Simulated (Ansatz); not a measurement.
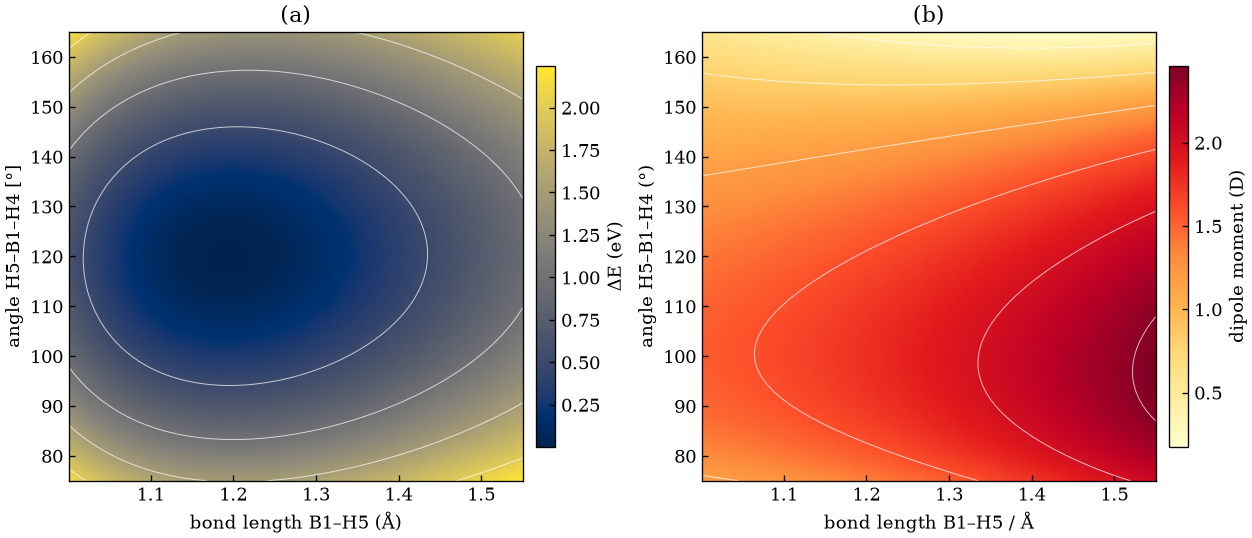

CH₂BSi, SMILES BC#[Si], spin multiplicity 2. The first coordinate is: bond length B1–H5; the second: angle H5–B1–H4. Nothing is relaxed (all other coordinates rigid). The scan uses a 15 × 15 grid. Energies: eV, counted from the relaxed molecule at the same level. The calculation used Ansatz, UHF/def2-TZVP.

Panel (a) is the energy; panel (b) is the computed dipole moment, in D.

The picture shows a smooth colour map with a few white contour lines. Between grid points the surface is interpolated.

> How does the dipole moment vary over the map, and what is it at the lowest grid point?

Leaving out the highest fifth of the energies, it runs from 0.29 D at bond length B1–H5 = 1.236 Å, angle H5–B1–H4 = 165.0° to 2.46 D at bond length B1–H5 = 1.550 Å, angle H5–B1–H4 = 94.2°. At the lowest grid point, bond length B1–H5 = 1.197 Å, angle H5–B1–H4 = 120.0°, it is 1.61 D.
